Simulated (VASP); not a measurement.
**Lattice of C (Diamond) across functionals and dispersion corrections**

Which functional gives the lattice of C (Diamond) as experiment finds it, and is a dearer one worth its cost? The levels: LDA, PBE, r2SCAN, PBE + D3(BJ), r2SCAN + rVV10, SCAN, PBE + TS and BLYP + D3(BJ). The start is a cell from a database of measured crystal structures.

Calculated with VASP 6.6.1; LDA; plane waves and PAW (C), in the first sound run; inputs show where later runs differ.

Experimental background.

“Fermi level pinning by defects can explain the large reported carbon 1s binding energy variations in diamond” (2019, arxiv:1902.02958) quotes from earlier work for C, diamond (bulk crystal): lattice constant a (cubic lattice constant, experimental literature value) 3.5669 Å [literature value used as input for the calculation cells; temperature not stated].

Report form: the programs' logs are mostly left out.

## 1. Starting point

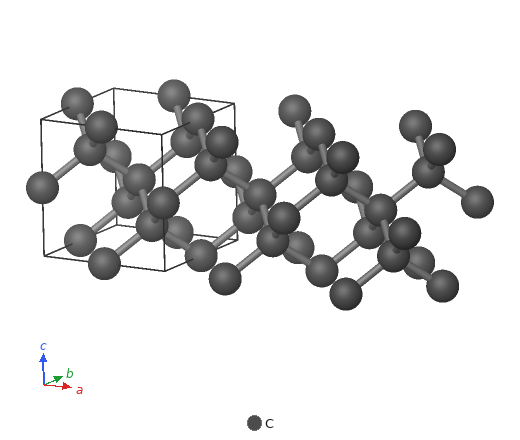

The cell as given, slightly off an axis (carbon dark grey). 3×1×1 cells are drawn. This picture shows the conventional cell, with its axes. Some periodic images of atoms are drawn too.

## 2. Relaxation with LDA

Properties are meant for the cell that this level of theory prefers, so cell and atoms are relaxed first (ISIF = 3) until forces and stress are small; EDIFFG sets the threshold. LDA, the lowest rung, knows the local density alone.

INCAR

```
SYSTEM = C
PREC = Accurate
ENCUT = 560
EDIFF = 1E-06
NELM = 100
ISMEAR = -1
SIGMA = 0.05
LREAL = .FALSE.
ALGO = Normal
GGA = CA
NBANDS = 10
LORBIT = 11
LWAVE = .FALSE.
LCHARG = .FALSE.
KPAR = 2
IBRION = 2
NSW = 60
ISIF = 3
EDIFFG = -0.01
```

POSCAR

```
C
1.0
    0.0000000000      1.7833700000      1.7833700000
    1.7833700000      0.0000000000      1.7833700000
    1.7833700000      1.7833700000      0.0000000000
C
2
Direct
    0.0000000000      0.0000000000      0.0000000000
    0.2500000000      0.2500000000      0.2500000000
```

KPOINTS

```
Automatic mesh
0
Gamma
11 11 11
0 0 0
```

Potentials, in the order of the species: C (PBE family, release 64).

Command:

```bash
$ mpirun -np 2 vasp_std
```

It took 3.6 s on 2 MPI ranks of Intel Xeon 6975P-C (Granite Rapids), shared host; peak memory 0.21 GiB; 6.1 s of CPU time.

The gap is read on the k-mesh alone, so it is an upper bound where the band edges lie off the mesh. The PAW data sets were made with PBE, though LDA sets exist; this is a small mismatch. The run keeps the 48 symmetry operations of its start, so it cannot find a distortion of lower symmetry.

The steps of the relaxation:

```
step  energy less that of the first step (eV)  largest force (eV/Å)  pressure (GPa)  volume (Å³)
   1                                   0.0000                0.0000          -10.96        11.34
   2                                   0.0069                0.0000           15.67        10.72
   3                                  -0.0097                0.0000           -0.09        11.07
```

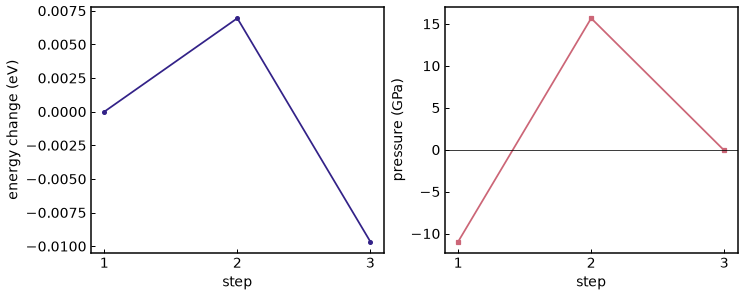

Energy and pressure along the relaxation.

```
conventional cell, symmetrised  before  after  change
                         a (Å)   3.567  3.538  -0.8 %
                         b (Å)   3.567  3.538  -0.8 %
                         c (Å)   3.567  3.538  -0.8 %
              volume (Å³/atom)    5.67   5.53  -2.4 %
```

Final coordinates:

```xyz
2
Lattice="0.0000 1.7688 1.7688 1.7688 0.0000 1.7688 1.7688 1.7688 0.0000" Properties=species:S:1:pos:R:3 pbc="T T T"
C     0.0000    0.0000    0.0000
C     0.8844    0.8844    0.8844
```

This step gave:

* electrons: 8
* bands: 10
* irreducible k-points: 56
* symmetry operations: 48
* free energy (TOTEN): -20.28 eV
* Fermi energy: 10.89 eV
* pressure: -0.08530 GPa
* metallic: no
* valence top at k: 0, 0, 0
* conduction bottom at k: 0.3636, 0.3636, 0
* least direct gap at k: 0, 0, 0
* SCF cycles over all ionic steps: 23
* gap on the k-mesh: 4.160 eV
* least direct gap on the k-mesh: 5.615 eV

It ends with forces that vanish by symmetry and a pressure of -0.09 GPa. The volume lies -2.4 % from that of the database's start, which holds the thermal and zero-point expansion of its experiment. The conventional cell has a = 3.538 Å.

## 3. Relaxation with PBE

This step: PBE; plane waves and PAW (C) (VASP 6.6.1).

PBE, the usual starting point, adds the gradient of the density.

INCAR: that of step 2 with these lines changed.

```diff
@@ -9,3 +9,3 @@
 ALGO = Normal
-GGA = CA
+GGA = PE
 NBANDS = 10
```

POSCAR is that of step 2.

KPOINTS is that of step 2.

Command:

```bash
$ mpirun -np 2 vasp_std
```

It took 3.4 s on 2 MPI ranks; peak memory 0.22 GiB; 5.7 s of CPU time.

The steps of the relaxation:

```
step  energy less that of the first step (eV)  largest force (eV/Å)  pressure (GPa)  volume (Å³)
   1                                   0.0000                0.0000            2.11        11.34
   2                                   0.0002                0.0000           -2.55        11.47
   3                                  -0.0004                0.0000            0.01        11.40
```

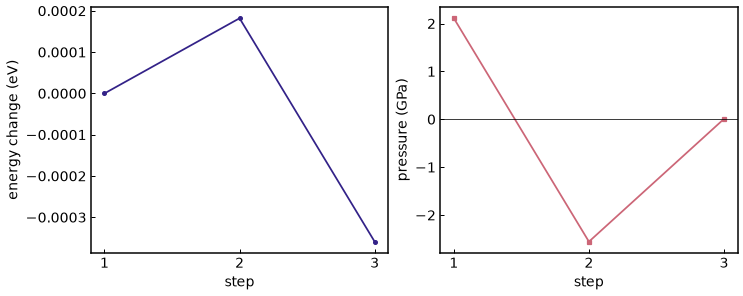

Energy and pressure along the relaxation.

```
conventional cell, symmetrised  before  after  change
                         a (Å)   3.567  3.573  +0.2 %
                         b (Å)   3.567  3.573  +0.2 %
                         c (Å)   3.567  3.573  +0.2 %
              volume (Å³/atom)    5.67   5.70  +0.5 %
```

The relaxed structure:

```xyz
2
Lattice="0.0000 1.7863 1.7863 1.7863 0.0000 1.7863 1.7863 1.7863 0.0000" Properties=species:S:1:pos:R:3 pbc="T T T"
C     0.0000    0.0000    0.0000
C     0.8931    0.8931    0.8931
```

Numbers from this step:

| Item | Value |
| --- | --- |
| free energy (TOTEN) | -18.19 eV |
| Fermi energy | 10.61 eV |
| pressure | 0.008485 GPa |
| SCF cycles over all ionic steps | 19 |
| gap on the k-mesh | 4.118 eV |
| least direct gap on the k-mesh | 5.577 eV |

It ends at 5.699 Å³/atom, +0.5 % from the start, with 0.01 GPa left. The conventional cell has a = 3.573 Å.

## 4. Relaxation with r2SCAN

This step: r2SCAN; plane waves and PAW (C) (VASP 6.6.1).

r2SCAN adds the kinetic-energy density, costs more than a GGA and is run with LASPH.

INCAR: that of step 3 with these lines changed.

```diff
@@ -9,3 +9,4 @@
 ALGO = Normal
-GGA = PE
+METAGGA = R2SCAN
+LASPH = .TRUE.
 NBANDS = 10
```

POSCAR is that of step 3.

KPOINTS is that of step 3.

Command:

```bash
$ mpirun -np 2 vasp_std
```

The job ended after 13 s (2 MPI ranks; peak memory 0.22 GiB; 25 s of CPU time).

The PAW data sets were made with PBE, which is usual practice but a small mismatch for other functionals.

The steps of the relaxation:

```
step  energy less that of the first step (eV)  largest force (eV/Å)  pressure (GPa)  volume (Å³)
   1                                   0.0000                0.0000           -1.70        11.34
   2                                   0.0001                0.0000            2.17        11.25
   3                                  -0.0002                0.0000            0.02        11.30
```

```
conventional cell, symmetrised  before  after  change
                         a (Å)   3.567  3.562  -0.1 %
                         b (Å)   3.567  3.562  -0.1 %
                         c (Å)   3.567  3.562  -0.1 %
              volume (Å³/atom)    5.67   5.65  -0.4 %
```

The relaxed structure:

```xyz
2
Lattice="0.0000 1.7810 1.7810 1.7810 0.0000 1.7810 1.7810 1.7810 0.0000" Properties=species:S:1:pos:R:3 pbc="T T T"
C     0.0000    0.0000    0.0000
C     0.8905    0.8905    0.8905
```

It ends at 5.649 Å³/atom, -0.4 % from the start, with 0.02 GPa left. The conventional cell has a = 3.562 Å.

## 5. Relaxation with PBE + D3(BJ)

This step: PBE with D3(BJ); plane waves and PAW (C) (VASP 6.6.1).

A dispersion term adds the long-range attraction that semilocal functionals lack. D3 with Becke-Johnson damping keeps a finite attraction at short range.

INCAR: that of step 4 with these lines changed.

```diff
@@ -9,4 +9,4 @@
 ALGO = Normal
-METAGGA = R2SCAN
-LASPH = .TRUE.
+GGA = PE
+IVDW = 12
 NBANDS = 10
```

POSCAR is that of step 4.

KPOINTS is that of step 4.

Command:

```bash
$ mpirun -np 2 vasp_std
```

The job ended after 3.2 s (2 MPI ranks; peak memory 0.26 GiB; 5 s of CPU time).

The steps of the relaxation:

```
step  energy less that of the first step (eV)  largest force (eV/Å)  pressure (GPa)  volume (Å³)
   1                                   0.0000                0.0000           -3.27        11.34
   2                                   0.0005                0.0000            4.19        11.15
   3                                  -0.0009                0.0000            0.00        11.26
```

```
conventional cell, symmetrised  before  after  change
                         a (Å)   3.567  3.558  -0.3 %
                         b (Å)   3.567  3.558  -0.3 %
                         c (Å)   3.567  3.558  -0.3 %
              volume (Å³/atom)    5.67   5.63  -0.8 %
```

The relaxed structure:

```
C
1.0
     0.00000    1.77888    1.77888
     1.77888    0.00000    1.77888
     1.77888    1.77888    0.00000
C
2
Direct
  0.00000 0.00000 0.00000
  0.25000 0.25000 0.25000
```

It ends at 5.629 Å³/atom, -0.8 % from the start, with 0.00 GPa left. The conventional cell has a = 3.558 Å. Against plain PBE, the dispersion term moves a by -0.4 %.

## 6. Relaxation with r2SCAN + rVV10

This step: r2SCAN with rVV10; plane waves and PAW (C) (VASP 6.6.1).

LUSE_VDW switches on a nonlocal correlation term for dispersion.

INCAR: that of step 5 with these lines changed.

```diff
@@ -9,4 +9,8 @@
 ALGO = Normal
-GGA = PE
-IVDW = 12
+METAGGA = R2SCAN
+LUSE_VDW = .TRUE.
+IVDW_NL = 2
+BPARAM = 11.95
+CPARAM = 0.0093
+LASPH = .TRUE.
 NBANDS = 10
```

POSCAR is that of step 5.

KPOINTS is that of step 5.

Command:

```bash
$ mpirun -np 2 vasp_std
```

Run time: 26 s. Hardware: 2 MPI ranks; peak memory 0.32 GiB.

It ends at 5.638 Å³/atom, -0.6 % from the start, with 0.01 GPa left. The conventional cell has a = 3.560 Å. Against plain r2SCAN, the dispersion term moves a by -0.1 %.

## 7. Relaxation with SCAN

This step: SCAN; plane waves and PAW (C) (VASP 6.6.1).

SCAN adds the kinetic-energy density; it is numerically more delicate than r2SCAN.

INCAR: that of step 6 with these lines changed.

```diff
@@ -9,7 +9,3 @@
 ALGO = Normal
-METAGGA = R2SCAN
-LUSE_VDW = .TRUE.
-IVDW_NL = 2
-BPARAM = 11.95
-CPARAM = 0.0093
+METAGGA = SCAN
 LASPH = .TRUE.
```

POSCAR is that of step 6.

KPOINTS is that of step 6.

Command:

```bash
$ mpirun -np 2 vasp_std
```

Elapsed: 18 s, on 2 MPI ranks; peak memory 0.23 GiB.

It ends at 5.613 Å³/atom, -1.0 % from the start, with 0.09 GPa left. The conventional cell has a = 3.554 Å.

## 8. Relaxation with PBE + TS

This step: PBE with TS; plane waves and PAW (C) (VASP 6.6.1).

The Tkatchenko-Scheffler scheme scales free-atom polarisabilities by Hirshfeld volumes.

INCAR: that of step 7 with these lines changed.

```diff
@@ -9,4 +9,4 @@
 ALGO = Normal
-METAGGA = SCAN
-LASPH = .TRUE.
+GGA = PE
+IVDW = 20
 NBANDS = 10
```

POSCAR is that of step 7.

KPOINTS is that of step 7.

Command:

```bash
$ mpirun -np 2 vasp_std
```

Wall time 5.8 s (2 MPI ranks); peak memory 0.22 GiB; 10 s of CPU time.

It ends at 5.604 Å³/atom, -1.2 % from the start, with 0.02 GPa left. The conventional cell has a = 3.552 Å. Against plain PBE, the dispersion term moves a by -0.6 %.

## 9. Relaxation with BLYP + D3(BJ)

This step: BLYP with D3(BJ); plane waves and PAW (C) (VASP 6.6.1).

BLYP comes from molecular chemistry and underbinds dense solids.

INCAR: that of step 8 with these lines changed.

```diff
@@ -9,4 +9,12 @@
 ALGO = Normal
-GGA = PE
-IVDW = 20
+GGA = B5
+ALDAX = 1
+AGGAX = 1
+AGGAC = 1
+ALDAC = 0
+IVDW = 12
+VDW_S6 = 1
+VDW_S8 = 2.6996
+VDW_A1 = 0.4298
+VDW_A2 = 4.2359
 NBANDS = 10
```

POSCAR is that of step 8.

KPOINTS is that of step 8.

Command:

```bash
$ mpirun -np 2 vasp_std
```

Wall time 4.8 s (2 MPI ranks); peak memory 0.25 GiB.

It ends at 5.687 Å³/atom, +0.3 % from the start, with 0.01 GPa left. The conventional cell has a = 3.570 Å.

## 10. The cells as a table

This step: relaxed cells at several levels; plane waves and PAW (VASP 6.6.1).

This step runs nothing: it gathers the runs above.

Lengths are those of the conventional cell; cost is the wall time of each run, as given at its step, times its ranks, without the set-up around it. Results by level, by row:

```
         level  volume (Å³/atom)  change from the start (%)  a (Å)  cost (core minutes)
           LDA              5.53                       -2.4  3.538                 0.12
           PBE               5.7                        0.5  3.573                0.113
        r2SCAN              5.65                       -0.4  3.562                0.433
  PBE + D3(BJ)              5.63                       -0.8  3.558                0.107
r2SCAN + rVV10              5.64                       -0.6   3.56                0.867
          SCAN              5.61                         -1  3.554                0.607
      PBE + TS               5.6                       -1.2  3.552                0.193
 BLYP + D3(BJ)              5.69                        0.3   3.57                 0.16
```

## 11. Results

| Item | Value |
| --- | --- |
| volume, LDA | 5.534 Å³/atom |
| volume, PBE | 5.699 Å³/atom |
| volume, r2SCAN | 5.649 Å³/atom |
| volume, PBE + D3(BJ) | 5.629 Å³/atom |
| volume, r2SCAN + rVV10 | 5.638 Å³/atom |
| volume, SCAN | 5.613 Å³/atom |
| volume, PBE + TS | 5.604 Å³/atom |
| volume, BLYP + D3(BJ) | 5.687 Å³/atom |

In words: For C (Diamond) the levels give volumes between 5.534 Å³/atom (LDA) and 5.699 Å³/atom (PBE), a spread of 3.0 %, while the cost of the finished runs spans a factor of 8.1. Within 1 % of experiment on every length: LDA, PBE, r2SCAN, PBE + D3(BJ), r2SCAN + rVV10, SCAN, PBE + TS and BLYP + D3(BJ). The nearest, BLYP + D3(BJ), is among the cheap ones. Thermal and zero-point expansion, often some tenths of a per cent in length, bear on this order: with the measured lengths lowered by an assumed 0.4 % the nearest becomes PBE + TS. The costs hold the number of ionic steps as well as the price of the functional. The closing table has room for seven levels; PBE + TS stands in the table of levels alone. Adding D3(BJ) to PBE changes the volume by -1.2 % (a by -0.4 %). Adding rVV10 to r2SCAN changes the volume by -0.2 % (a by -0.1 %). Adding TS to PBE changes the volume by -1.7 % (a by -0.6 %). Within 0.02 Å all end in space group Fd-3m; the runs can't lower the symmetry of the start. Each is a single relaxation on the plane waves of the start cell, so larger changes of volume carry a basis-set error that was not tested here.

Comparison with the measured values:

```
              quantity  measured             LDA             PBE          r2SCAN    PBE + D3(BJ)  r2SCAN + rVV10            SCAN   BLYP + D3(BJ)
lattice constant a (Å)    3.5669  3.538 (-0.8 %)  3.573 (+0.2 %)  3.562 (-0.1 %)  3.558 (-0.3 %)  3.560 (-0.2 %)  3.554 (-0.3 %)  3.570 (+0.1 %)
```

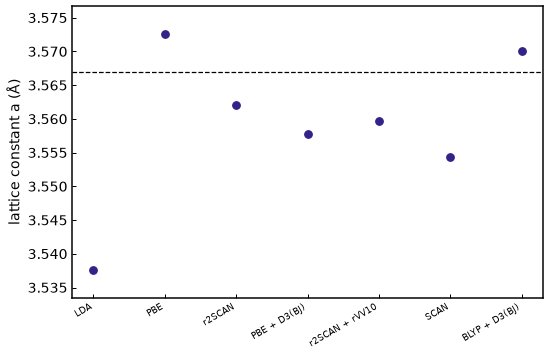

The lattice constant a by level; the dashed line is the measured value.

Measured values from arxiv:1902.02958 (2019).

How well it matches: For the lattice constant a, of the levels listed nearest comes BLYP + D3(BJ) (+0.1 %, good agreement) and farthest LDA (-0.8 %, fair agreement). The grades are ours: good and fair within 0.7 and 1.5 % for the lattice constant a. Zero-point motion and thermal expansion are not in the computed lattice constants.

[Lines on the potential files, build, host, timing and source positions are cut from VASP's logs without a mark.]

[Logs are printed without paths, hosts, clocks, repeated set-up lines and the standing remarks that a program may print on its own settings, such as how far it seeks lower states.]

[Hosts, paths, dates, database ids (printed as entryN), source tags and the programs' standing remarks are cut or masked in the printed files.]

[Measured values are set beside computed ones only where the two were judged alike; some that the calculation misses by far are left out.]
